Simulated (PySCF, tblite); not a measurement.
# C7H12Si: geometry, infrared bands and NMR shifts

What infrared bands and NMR shifts should C7H12Si (`C=CCC1=CC[SiH2]C1`) show?

Computed with tblite 0.8.0 and PySCF 2.14.0, with density-fitted response routines of our own, on a single molecule in the gas phase. Atoms are numbered from 0 throughout.

## (1) The molecule as given

20 atoms, charge 0, multiplicity 1; geometry from: force field or distance geometry start.

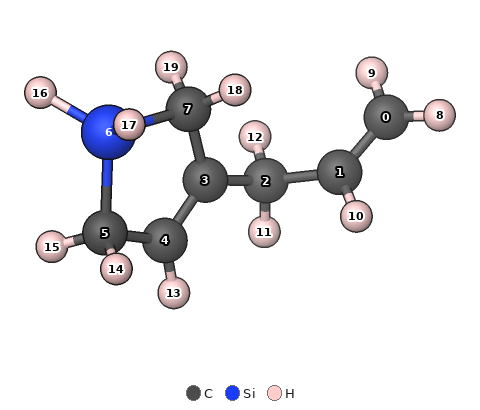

The starting geometry (carbon dark grey, silicon blue, hydrogen pink), atoms numbered.

## (2) Relaxing the molecule with GFN2-xTB

What the job is given:

```
{"job": {"kind": "relax", "xc": "GFN2-xTB", "basis": "xTB"}, "charge": 0, "multiplicity": 1}
C      3.175800     0.910400    -0.581000
C      2.317300     0.159600     0.121200
C      1.373100    -0.839000    -0.461800
C     -0.066500    -0.479100    -0.161300
C     -0.852600    -1.198300     0.691600
C     -2.285000    -0.753100     0.896500
Si    -2.483800     0.792600    -0.210000
C     -0.674500     0.726100    -0.838100
H      3.842900     1.605900    -0.084400
H      3.203400     0.859300    -1.659100
H      2.317300     0.240200     1.213900
H      1.606000    -1.831300    -0.066200
H      1.482200    -0.901700    -1.543000
H     -0.484900    -2.077100     1.204800
H     -2.452200    -0.490600     1.951700
H     -2.978800    -1.537900     0.607000
H     -3.467400     0.568500    -1.296500
H     -2.753100     2.012000     0.590400
H     -0.158800     1.646100    -0.564100
H     -0.665500     0.598100    -1.923100
```

The run is started by

```console
$ OMP_NUM_THREADS=1 python probes_run.py task.json out
```

The driver reads the jobs from task.json and runs them one after another.

Output:

```text
step      E/eV     max force
  0    -619.60379    2.003
  1    -619.65287    1.471
  2    -619.68819    0.358
  3    -619.70261    0.314
  4    -619.71608    0.360
  5    -619.72015    0.217
  6    -619.72432    0.167
  7    -619.72957    0.277
  8    -619.73263    0.225
  9    -619.73373    0.076
 10    -619.73414    0.048
 11    -619.73453    0.075
 12    -619.73498    0.096
 13    -619.73539    0.067
 14    -619.73571    0.043
 15    -619.73600    0.045
 16    -619.73628    0.055
 17    -619.73652    0.043
 18    -619.73671    0.036
 19    -619.73690    0.039
 20    -619.73714    0.047
 21    -619.73740    0.048
 22    -619.73761    0.035
 23    -619.73775    0.031
 24    -619.73788    0.036
 25    -619.73805    0.042
 26    -619.73822    0.032
 27    -619.73836    0.025
 28    -619.73845    0.025
 29    -619.73855    0.026
 30    -619.73866    0.027
 31    -619.73877    0.027
 32    -619.73887    0.024
 33    -619.73895    0.027
 34    -619.73905    0.024
 35    -619.73914    0.025
 36    -619.73921    0.019
 37    -619.73926    0.018
 38    -619.73931    0.015
 39    -619.73937    0.018
 40    -619.73943    0.021
 41    -619.73947    0.014
 42    -619.73949    0.011
 43    -619.73952    0.014
 44    -619.73955    0.015
 45    -619.73958    0.016
 46    -619.73961    0.010
 47    -619.73962    0.010
```

It took 0.34 s on 1 thread of Arm Neoverse V1, shared host; peak memory 0.18 GiB.

Along the way: (not every step is listed)

```csv
step,energy from step 0 (eV),largest force (eV/Å)
0,0.0000,2.0029
1,-0.0491,1.4715
2,-0.0844,0.3584
3,-0.0988,0.3143
4,-0.1123,0.3605
5,-0.1164,0.2173
6,-0.1205,0.1675
7,-0.1258,0.2772
8,-0.1288,0.2254
11,-0.1307,0.0754
14,-0.1319,0.0432
17,-0.1327,0.0433
20,-0.1333,0.0472
23,-0.1340,0.0308
26,-0.1344,0.0319
29,-0.1348,0.0264
32,-0.1351,0.0240
35,-0.1354,0.0253
38,-0.1355,0.0147
41,-0.1357,0.0144
42,-0.1357,0.0107
43,-0.1357,0.0139
44,-0.1358,0.0152
45,-0.1358,0.0164
46,-0.1358,0.0100
47,-0.1358,0.0097
```

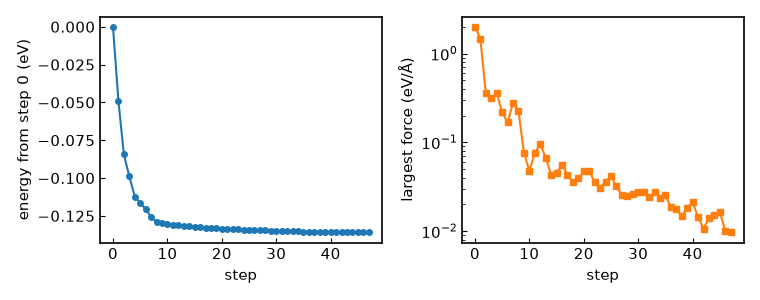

Energy and force, step by step.

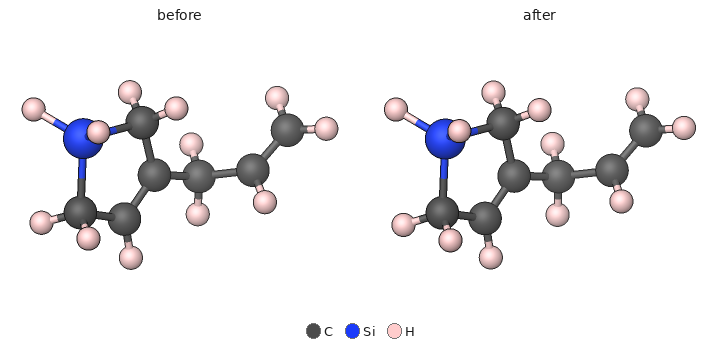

Before and after, at one scale.

Close pairs (by a distance rule), those that changed most:

```csv
bond,before (Å),after (Å),change (Å)
C3–C4,1.365,1.325,-0.040
C0–C1,1.339,1.319,-0.020
Si6–H17,1.483,1.466,-0.018
Si6–H16,1.483,1.466,-0.016
C4–C5,1.514,1.500,-0.014
C1–H10,1.096,1.083,-0.013
Si6–C7,1.916,1.906,-0.010
C2–C3,1.514,1.504,-0.010
```

The final coordinates are the input of the step that follows.

## (3) Harmonic vibrations with GFN2-xTB

What the job is given:

```
{"job": {"kind": "ir", "xc": "GFN2-xTB", "basis": "xTB"}, "charge": 0, "multiplicity": 1}
C      3.108701     0.921683    -0.565150
C      2.275323     0.162585     0.120357
C      1.354264    -0.855668    -0.480906
C     -0.076996    -0.511743    -0.170422
C     -0.847151    -1.191126     0.666251
C     -2.256840    -0.737244     0.907105
Si    -2.452868     0.802383    -0.201977
C     -0.657966     0.707390    -0.836423
H      3.748713     1.644786    -0.087912
H      3.192965     0.846308    -1.637373
H      2.203513     0.258524     1.196333
H      1.588443    -1.840017    -0.065043
H      1.500733    -0.890431    -1.563803
H     -0.498085    -2.073709     1.185348
H     -2.403546    -0.525638     1.968139
H     -2.952918    -1.541514     0.661609
H     -3.446688     0.619288    -1.264249
H     -2.736321     2.026039     0.553363
H     -0.061593     1.584035    -0.575907
H     -0.586835     0.604747    -1.920862
```

Output:

```text
mode    cm-1     km/mol
  1      38.0      0.02
  2      52.3      0.07
  3      62.2      0.19
  4     152.1      1.15
  5     265.6      0.62
  6     299.7      0.46
  7     382.0      7.25
  8     425.3      5.05
  9     448.9     24.53
 10     467.3     22.34
 11     519.7      0.71
 12     561.5      4.32
 13     646.2    147.62
 14     668.3     10.52
 15     738.8     30.28
 16     745.7     55.32
 17     760.2     29.56
 18     781.1    252.96
 19     797.5     86.95
 20     848.0     16.31
 21     881.1     13.42
 22     895.3     17.79
 23     912.4      6.18
 24     958.9      4.06
 25    1023.3     14.18
 26    1047.6     22.82
 27    1080.8      8.77
 28    1092.5      2.12
 29    1117.0      4.34
 30    1150.4     11.24
 31    1182.5      2.86
 32    1218.9     41.19
 33    1247.2      8.95
 34    1267.7      4.57
 35    1301.7      7.54
 36    1303.4     11.14
 37    1416.5      3.85
 38    1462.3      1.27
 39    1467.1      1.80
 40    1470.7      5.14
 41    1714.8     20.05
 42    1735.9     11.34
 43    2236.3    486.11
 44    2244.0    210.83
 45    2949.2     38.55
 46    2949.6     38.11
 47    2953.8     35.52
 48    2961.1     46.58
 49    2976.7     33.36
 50    2979.8     38.30
 51    3053.6     32.53
 52    3054.5     76.74
 53    3094.5     28.02
 54    3118.9     61.67
```

Run time: 0.8 s. Hardware: 1 thread of Arm Neoverse V1, shared host; peak memory 0.18 GiB.

The strongest bands and the atoms that carry them (share of the mass-weighted mode):

```csv
cm⁻¹,km/mol,atoms
646,147.6,"H16 44 %, H17 43 %"
746,55.3,"H15 26 %, C5 25 %, H14 15 %, H13 12 %"
781,253.0,"H16 43 %, H17 43 %"
798,87.0,"C7 29 %, Si6 23 %, H18 11 %, C5 11 %"
2236,486.1,"H16 72 %, H17 24 %"
2244,210.8,"H17 73 %, H16 24 %"
3054,76.7,"H13 53 %, H10 38 %"
3119,61.7,"H8 61 %, H9 28 %"
```

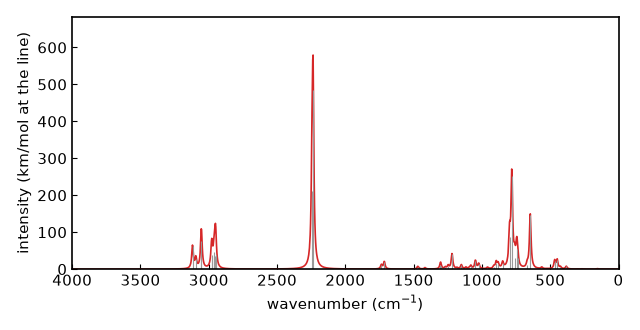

The infrared spectrum from these modes, unscaled. Lines are broadened to a width of 14 cm⁻¹ (Lorentzian).

## (4) Nuclear shieldings: PBE0/pcSseg-1

Same as in step 3 but for these lines:

```diff
@@ -1,2 +1,2 @@
-{"job": {"kind": "ir", "xc": "GFN2-xTB", "basis": "xTB"}, "charge": 0, "multiplicity": 1}
+{"job": {"kind": "nmr", "xc": "PBE0", "basis": "pcSseg-1"}, "charge": 0, "multiplicity": 1}
 C      3.108701     0.921683    -0.565150
```

Level: GIAO PBE0/pcSseg-1 NMR shielding, non-relativistic, gas phase.

Output:

```text
coarse grid: 16672 points
cycle   1  E = -562.8078363154  dE =  9.236e-01  |g| = 4.768e-01  |ddm| = 4.037e+00
cycle   2  E = -562.7941957562  dE =  1.364e-02  |g| = 5.303e-01  |ddm| = 9.688e-01
cycle   3  E = -562.8701506901  dE = -7.595e-02  |g| = 5.039e-02  |ddm| = 5.874e-01
cycle   4  E = -562.8706745114  dE = -5.238e-04  |g| = 2.386e-02  |ddm| = 8.279e-02
cycle   5  E = -562.8708083065  dE = -1.338e-04  |g| = 7.390e-03  |ddm| = 2.680e-02
cycle   6  E = -562.8708192970  dE = -1.099e-05  |g| = 3.315e-03  |ddm| = 8.289e-03
cycle   7  E = -562.8708221406  dE = -2.844e-06  |g| = 3.093e-04  |ddm| = 3.158e-03
final grid: 154848 points
cycle   8  E = -562.9198271454  dE = -3.985e-05  |g| = 8.497e-03  |ddm| = 3.557e-02
cycle   9  E = -562.9198197633  dE =  7.382e-06  |g| = 9.976e-03  |ddm| = 1.847e-02
cycle  10  E = -562.9198464449  dE = -2.668e-05  |g| = 1.364e-03  |ddm| = 1.090e-02
cycle  11  E = -562.9198468809  dE = -4.360e-07  |g| = 3.650e-04  |ddm| = 1.420e-03
cycle  12  E = -562.9198469116  dE = -3.069e-08  |g| = 1.111e-04  |ddm| = 3.757e-04
cycle  13  E = -562.9198469147  dE = -3.060e-09  |g| = 2.321e-05  |ddm| = 1.259e-04
cycle  14  E = -562.9198469148  dE = -1.285e-10  |g| = 5.665e-06  |ddm| = 3.008e-05
converged SCF energy = -562.9198469148

GIAO shielding tensors (ppm)
atom      isotropic    diamagn.    paramagn.     s11        s22        s33       span
  0 C       64.343     253.063    -188.719    -48.384     84.222    157.192    205.575
  1 C       38.760     256.677    -217.918    -81.196     46.804    150.671    231.867
  2 C      139.496     245.578    -106.082    121.883    143.300    153.303     31.420
  3 C       37.211     263.619    -226.408    -74.441     54.596    131.478    205.919
  4 C       53.260     254.776    -201.516    -43.140     75.931    126.990    170.130
  5 C      168.923     254.297     -85.374    150.512    159.575    196.681     46.169
  6 Si     381.798     880.193    -498.395    331.186    383.748    430.461     99.275
  7 C      168.477     251.037     -82.559    148.486    162.517    194.430     45.944
  8 H       26.391      28.775      -2.384     23.205     25.548     30.420      7.215
  9 H       26.274      30.914      -4.639     22.569     25.934     30.321      7.752
 10 H       25.841      32.493      -6.651     22.684     25.681     29.158      6.474
 11 H       28.388      31.554      -3.166     24.414     28.206     32.544      8.130
 12 H       29.076      32.247      -3.171     26.442     28.078     32.708      6.266
 13 H       25.804      34.512      -8.708     23.315     25.586     28.511      5.196
 14 H       29.875      30.287      -0.412     25.482     27.213     36.932     11.449
 15 H       29.838      29.396       0.442     25.331     27.184     36.998     11.666
 16 H       27.325      28.796      -1.471     23.970     24.923     33.082      9.112
 17 H       27.358      28.848      -1.490     24.113     24.972     32.990      8.877
 18 H       29.727      32.318      -2.592     24.152     29.739     35.289     11.136
 19 H       30.368      31.653      -1.284     25.375     28.997     36.733     11.358
```

It took 43 s on 1 thread of Arm Neoverse V1, shared host; peak memory 0.92 GiB.

The references, computed at this level on geometries of the same kind, shield at (ppm): 1H TMS 31.72, 13C TMS 186.9, 29Si TMS 349.2. Their shielding less the atom's gives the shift. The references are single molecules in the gas phase. Atoms listed in one row are averaged.

```csv
atoms,environment,σ (ppm),δ (ppm),δ scaled to CDCl3
C3,fully substituted alkene carbon,37.2,149.7,144.2
C1,alkene CH,38.8,148.2,142.7
C4,alkene CH,53.3,133.7,128.5
C0,terminal =CH2 carbon,64.3,122.6,117.7
C2,allylic sp3 CH2,139.5,47.4,44.4
C7,allylic sp3 CH2 bonded to Si,168.5,18.4,16.1
C5,allylic sp3 CH2 bonded to Si,168.9,18.0,15.7
H13,hydrogen on an alkene CH,25.80,5.91,5.68
H10,hydrogen on an alkene CH,25.84,5.88,5.64
H9,hydrogen on a terminal =CH2 carbon,26.27,5.44,5.24
H8,hydrogen on a terminal =CH2 carbon,26.39,5.33,5.13
"H16, H17","hydrogen on a silicon bonded to 2 C, in a 5-membered ring",27.34,4.38,–
"H11, H12",hydrogen on an allylic sp3 CH2,28.73,2.98,2.92
"H14, H15",hydrogen on an allylic sp3 CH2 bonded to Si,29.86,1.86,1.86
"H18, H19",hydrogen on an allylic sp3 CH2 bonded to Si,30.05,1.67,1.68
Si6,"silicon bonded to 2 C, 2 H, in a 5-membered ring",381.8,-32.6,–
```

The scaled column applies a straight-line fit of computed shieldings to shifts measured in CDCl3 (root-mean-square error 0.16 ppm for H, 1.9 ppm for C).

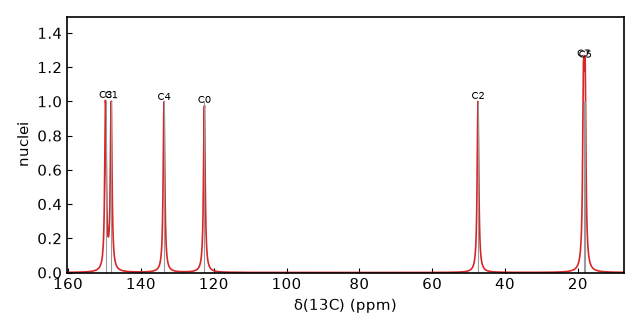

13C lines at the computed shifts, without couplings. Lines are broadened to a width of 0.53 ppm (Lorentzian).

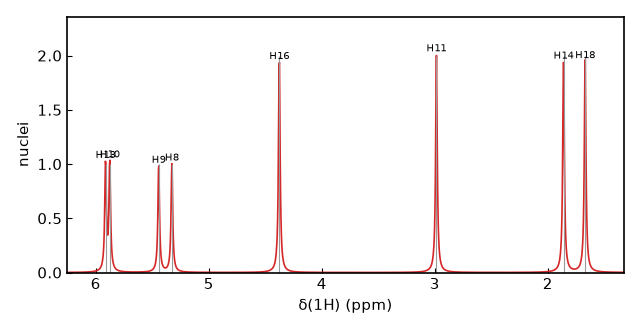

1H lines at the computed shifts, without couplings. Lines are broadened to a width of 0.02 ppm (Lorentzian).

The run also stored atomic charges by several schemes (e):

```csv
atoms,Mulliken,IAO,Hirshfeld,ESP fit
C0,-0.14,-0.33,-0.11,-0.57
C1,-0.23,-0.12,-0.03,0.14
C2,-0.06,-0.26,-0.07,-0.50
C3,-0.36,0.01,0.00,0.14
C4,-0.08,-0.17,-0.06,-0.23
C5,-0.48,-0.55,-0.16,-0.19
Si6,0.71,0.75,0.35,0.31
C7,-0.42,-0.55,-0.17,-0.20
```

Hirshfeld charges:

C0 -0.11; C1 -0.03; C2 -0.07; C3 0.00; C4 -0.06; C5 -0.16; Si6 0.35; C7 -0.17; H8 0.04; H9 0.04; H10 0.04; H11 0.05; H12 0.04; H13 0.04; H14 0.04; H15 0.04; H16 -0.08; H17 -0.08; H18 0.03; H19 0.04

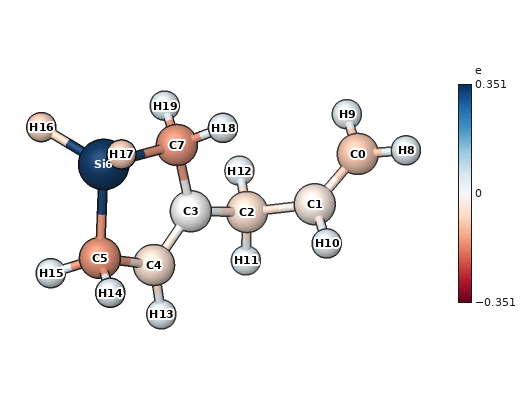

Hirshfeld charges, as colours on the atoms.

Mayer bond orders: C0–C1 1.98, C1–C2 1.02, C2–C3 1.05, C3–C4 1.85, C4–C5 1.04, C5–Si6 0.91, Si6–C7 0.90, C7–C3 1.04.

Ring of atoms C3, C4, C5, Si6, C7: NICS(0) -2.0, NICS(1) -2.8, NICS(1)zz -1.2 ppm (means of both faces).

The fields below are evaluated on a grid from the run's orbitals.

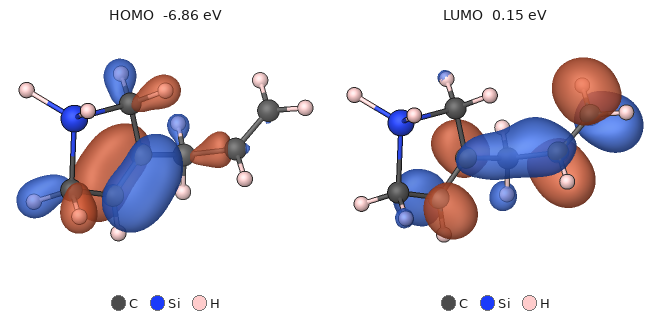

PBE0/pcSseg-1 orbitals near the gap, drawn at the value that encloses 70 % of each; the two colours are the two signs.

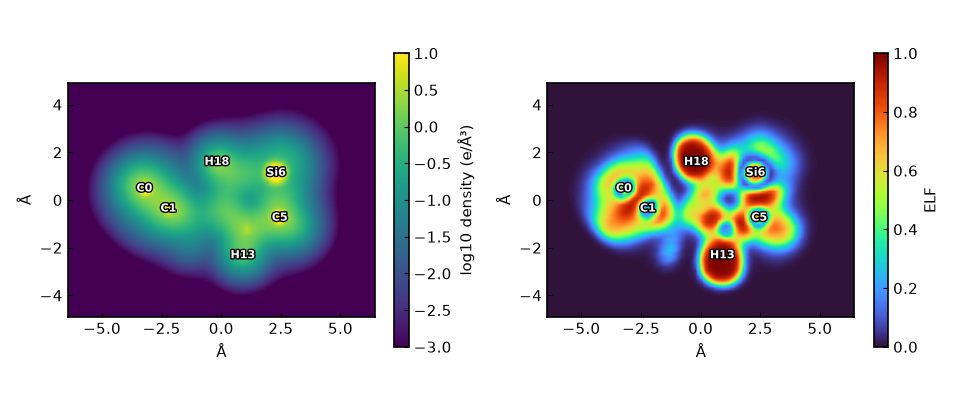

Density (left) and ELF (right) in a plane through or near 6 of the atoms.

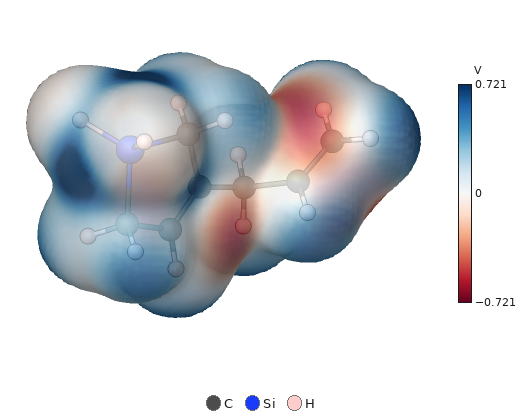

The potential that a unit positive charge feels on the 0.002 e/bohr³ surface, from -0.63 V near C0 to 0.72 V near H16.

## (5) Outcome

| quantity | value |
| --- | --- |
| strongest single infrared mode (GFN2-xTB) | 2236 cm⁻¹, 486 km/mol |
| zero-point energy (GFN2-xTB) | 101.8 kcal/mol |
| 13C shifts against TMS (PBE0/pcSseg-1) | 149.7, 148.2, 133.7, 122.6, 47.4, 18.4, 18.0 ppm |
| 1H shifts against TMS (PBE0/pcSseg-1, means over atoms taken as alike) | 5.91, 5.88, 5.44, 5.33, 4.38, 2.98, 1.86, 1.67 ppm |
| 29Si shifts against TMS (PBE0/pcSseg-1) | -32.6 ppm |
| surface potential, least and greatest | -0.63 V and 0.72 V |

What this shows: Over 47 steps the energy fell by 0.136 eV; of the close pairs, C3–C4 changed most, 1.365 to 1.325 Å. All 54 modes are real, so the xTB geometry is a minimum. The strongest single mode, at 2236 cm⁻¹, moves mainly H16. GFN2-xTB is a fitted tight-binding method: band positions and strengths are rough. Its intensities can rank the bands wrongly. At PBE0/pcSseg-1: The widest tensor belongs to C1: span 232 ppm, with a paramagnetic part of -218 ppm.
